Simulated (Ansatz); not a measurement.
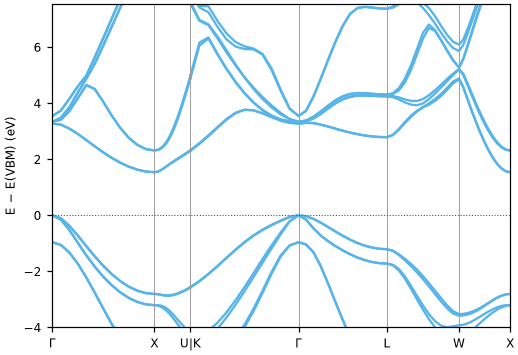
*Band structure from PBEsol with spin–orbit coupling (plane waves, PAW; program Ansatz)*

Read off the gap and where the band edges lie.

About 1.5 eV (1.54 eV by a search for the band edges); maximum at Γ, minimum at X.

The material is BeTe (zinc blende, F-43m).

Symmetry was held in the PBEsol relaxation.

Potentials: the later of the program's two PAW sets.
